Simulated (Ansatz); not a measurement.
# Run report: SiF$_{2}$, phonon calculation

SiF$_{2}$, computed with RKS PBE0-D4/def2-TZVP (Ansatz 0.2.0).

The geometry comes from this level: PBE0-D4/def2-TZVP.

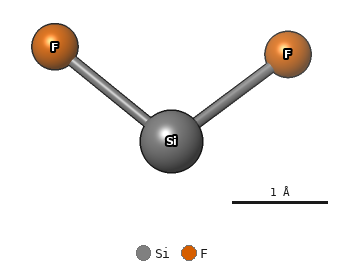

The structure as given in the input (ball-and-stick view, seen at a tilt). Bond lengths as drawn: F–Si 1.60 Å.

**Input**
```yaml
crystal:
  periodic: [false, false, false]
  atoms:
    - {symbol: Si, position_ang: [-0.554536, -1.138202, -0.584177]}
    - {symbol: F, position_ang: [1.002769, -1.415365, -0.834312]}
    - {symbol: F, position_ang: [-0.848296, -0.055429, -1.726934]}
basis:
  gaussian: {orbitals: def2-TZVP}
hamiltonian: {xc: pbe0, dispersion: d4}
phonons: {temperatures: {t_min: 298.15, t_max: 900, t_step: 200}}
```

Launch command:
```bash
ansatz run in.yaml --threads 2 --pin off --events-out ev --progress --plain --max-ram 4352MiB
```

**What the program printed**
```
Functional definition: PBE0
  name "PBE0"
  cite "Adamo & Barone, J. Chem. Phys. 110, 6158 (1999) doi:10.1063/1.478522"
  cite "Perdew, Burke & Ernzerhof, Phys. Rev. Lett. 77, 3865 (1996) doi:10.1103/PhysRevLett.77.3865"
  parent pbe
  parameter a = 0.25
  parameter kappa = 0.804
  parameter beta = 0.06672455060314922
  exchange = (1 - a)*pbe_x(kappa = kappa, mu = beta*pi^2/3) + a*exact_x
  correlation = pbe_c(beta = beta)
580 factors; their error is unknown
mean field evaluation 1: about -13305.0356 eV, gradient 4.6e1 eV
mean field evaluation 2: about -13299.1688 eV, gradient 7.9e1 eV
mean field evaluation 4: about -13307.9462 eV, gradient 6.1e-1 eV
mean field evaluation 8: about -13308.0045 eV, gradient 2.8e-3 eV
mean field -13308.00449276 eV, -489.0601446197 hartree, gradient 5.5e-5 eV, S^2 0.000000; 0 other end points of the search recorded, 0 dependent functions left out
the calculation of the forces begins
reference -13308.00451077 eV, -489.0601452814 hartree; 16, 16 occupied and 83, 83 virtual orbitals, 580 factors
these checks for a lower state are left out or cut short: stability, starts, cluster_reference, orbital_swaps, neighbouring_geometries, increment
580 factors; their error is unknown
mean field evaluation 16: about -13308.0044 eV, gradient 1.2e-1 eV
mean field -13308.00442345 eV, -489.0601420723 hartree, gradient 1.3e-6 eV, S^2 0.000000; 0 other end points of the search recorded, 0 dependent functions left out
the calculation of the forces begins
reference -13308.00444145 eV, -489.0601427341 hartree; 16, 16 occupied and 83, 83 virtual orbitals, 580 factors
these checks for a lower state are left out or cut short: stability, starts, cluster_reference, orbital_swaps, neighbouring_geometries, increment
580 factors; their error is unknown
mean field -13308.00442545 eV, -489.0601421460 hartree, gradient 1.3e-6 eV, S^2 0.000000; 0 other end points of the search recorded, 0 dependent functions left out
the calculation of the forces begins
reference -13308.00444346 eV, -489.0601428078 hartree; 16, 16 occupied and 83, 83 virtual orbitals, 580 factors
these checks for a lower state are left out or cut short: stability, starts, cluster_reference, orbital_swaps, neighbouring_geometries, increment
580 factors; their error is unknown
mean field evaluation 32: about -13308.0045 eV, gradient 3.3e-5 eV
mean field -13308.00448264 eV, -489.0601442475 hartree, gradient 1.5e-6 eV, S^2 0.000000; 0 other end points of the search recorded, 0 dependent functions left out
the calculation of the forces begins
reference -13308.00450064 eV, -489.0601449092 hartree; 16, 16 occupied and 83, 83 virtual orbitals, 580 factors
these checks for a lower state are left out or cut short: stability, starts, cluster_reference, orbital_swaps, neighbouring_geometries, increment
580 factors; their error is unknown
mean field -13308.00448621 eV, -489.0601443790 hartree, gradient 1.5e-6 eV, S^2 0.000000; 0 other end points of the search recorded, 0 dependent functions left out
the calculation of the forces begins
reference -13308.00450422 eV, -489.0601450407 hartree; 16, 16 occupied and 83, 83 virtual orbitals, 580 factors
these checks for a lower state are left out or cut short: stability, starts, cluster_reference, orbital_swaps, neighbouring_geometries, increment
580 factors; their error is unknown
mean field -13308.00444640 eV, -489.0601429157 hartree, gradient 1.3e-6 eV, S^2 0.000000; 0 other end points of the search recorded, 0 dependent functions left out
the calculation of the forces begins
reference -13308.00446440 eV, -489.0601435774 hartree; 16, 16 occupied and 83, 83 virtual orbitals, 580 factors
these checks for a lower state are left out or cut short: stability, starts, cluster_reference, orbital_swaps, neighbouring_geometries, increment
580 factors; their error is unknown
mean field -13308.00444158 eV, -489.0601427386 hartree, gradient 2.6e-6 eV, S^2 0.000000; 0 other end points of the search recorded, 0 dependent functions left out
the calculation of the forces begins
reference -13308.00445958 eV, -489.0601434003 hartree; 16, 16 occupied and 83, 83 virtual orbitals, 580 factors
Total energy: -13308.03433245 eV, -489.0612412079 hartree
Atom 0 at    -0.554536    -1.138202    -0.584177 Å, force     0.000139     0.000089    -0.000153 eV/Å
Atom 1 at     1.002769    -1.415365    -0.834312 Å, force     0.000012    -0.000104     0.000116 eV/Å
Atom 2 at    -0.848296    -0.055429    -1.726934 Å, force    -0.000151     0.000016     0.000037 eV/Å
Dipole moment:    -0.139753    -0.089104     0.154059 e Å
Vibrations: 339.56 855.56 870.56 cm⁻¹, zero-point energy 0.128055 eV
```

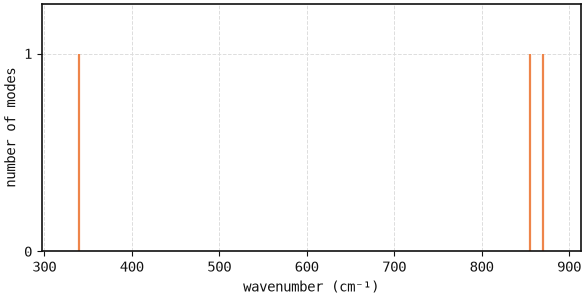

Harmonic vibrational wavenumbers from the force constants; neighbouring modes closer than 3 cm⁻¹ are counted in one stick. 3 modes from 340 to 871 cm⁻¹, none imaginary.

**Summary**

| quantity | value |
| --- | --- |
| outcome | converged |
| total energy | −13308.0343 eV |
| mean-field energy | −13308.0045 eV |
| dispersion energy | −0.0298 eV |
| largest force (length of the vector) | under 0.001 eV/Å |
| dipole moment | 1.09 D |
| hardware | 2 threads of Arm Neoverse V1, 23 GiB of memory available, shared host |
| wall time | 4.5 s (CPU time 8.5 s) |
| peak memory | 0.39 GiB |
